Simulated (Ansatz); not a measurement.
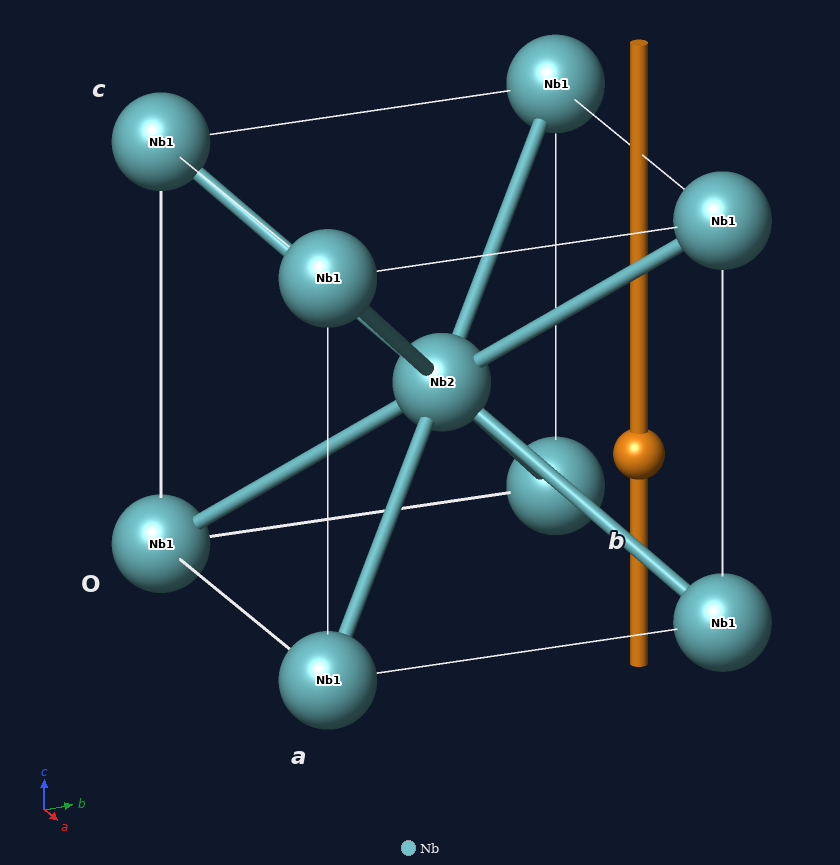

Crystal: Nb, the end point of a relaxation with DFT, m-r2SCAN, plane waves (500 eV) with PAW, scalar-relativistic in Ansatz. The coloured rod is the axis of a symmetry operation of the crystal, the small sphere its inversion point. All values are computed from the atomic coordinates in the standard setting (tolerance 0.002 Å).

a = 3.302 Å, b = 3.302 Å, c = 3.302 Å, α = 90.00°, β = 90.00°, γ = 90.00°.

| atom | x | y | z |
| --- | --- | --- | --- |
| Nb1 | 0.0000 | 0.0000 | 0.0000 |
| Nb2 | 0.5000 | 0.5000 | 0.5000 |

Take the operation x, y, z → −y+3/2, x+1/2, −z+1/2.

What kind of operation is it, and where does it lie?

It is a −4 rotoinversion axis with its inversion point at (1/2, 1, 1/4), along [0 0 1].

Onto which atom does it carry each atom (up to whole multiples of a, b and c)?

Nb1 → Nb2, Nb2 → Nb1.

What is the crystal's space group?

No. 229, Im-3m.
